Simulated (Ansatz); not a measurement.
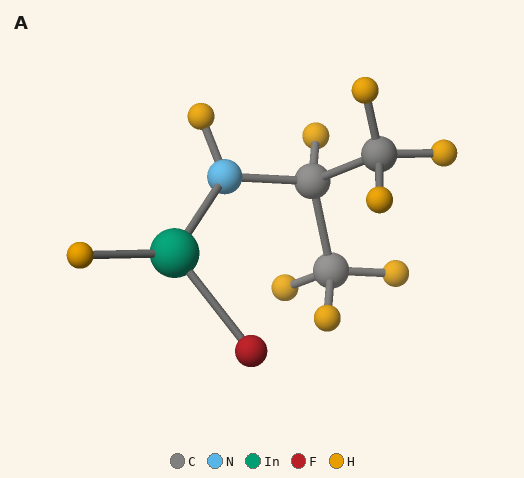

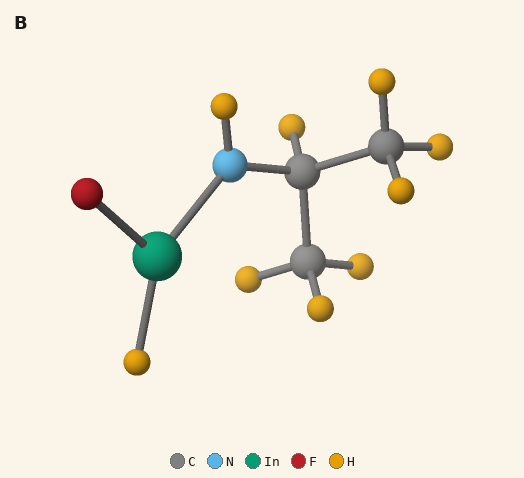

2 stationary structures of one formula. Geometries: PBE0-D4/def2-TZVP. Electronic energies: ωB97M-V/def2-TZVPP (Ansatz 0.2.0), without zero-point energy. No frequency run is at hand to confirm each as a minimum.

### Are they conformers, stereoisomers or constitutional isomers?

They are conformers of C3H9FInN: `CC(C)[NH][InH][F]`.

### Which structure is the most stable?

B is lowest; A lies 0.019 eV above it.
